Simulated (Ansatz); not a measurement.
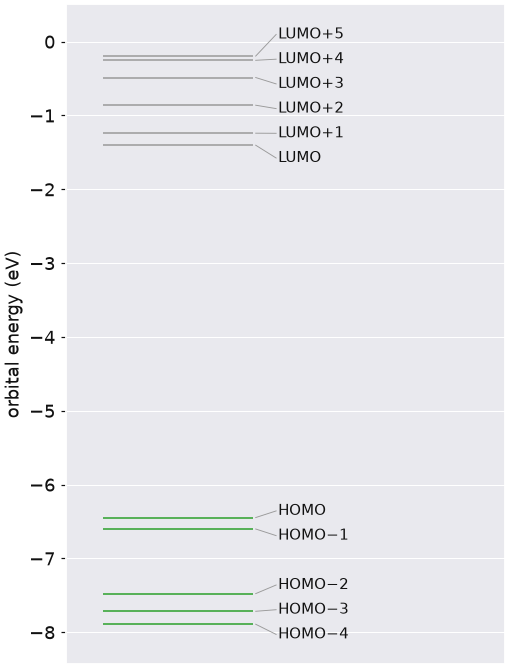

Kohn-Sham orbital energies near the frontier, BLYP/def2-TZVPP, the Ansatz code 0.2.0, at a PBE0-D4/def2-TZVP geometry (a minimum by its frequencies), isolated molecule; empty levels in grey, levels within 0.03 eV side by side.

> Which molecule has this level scheme?
A. VH₂SO₂F, SMILES [OH][V]([OH])([F])=[S], singlet
B. TaNH₃O₂Cl, SMILES [NH]=[Ta]([OH])([OH])[Cl], singlet
C. GaCl₃, SMILES [Cl][Ga]([Cl])[Cl], singlet

Option B. HOMO −6.45 eV, LUMO −1.40 eV, separation 5.04 eV.

Caveats: core potentials past krypton; spin-orbit coupling is left out, and with Ta it can shift these levels and split any degenerate set.
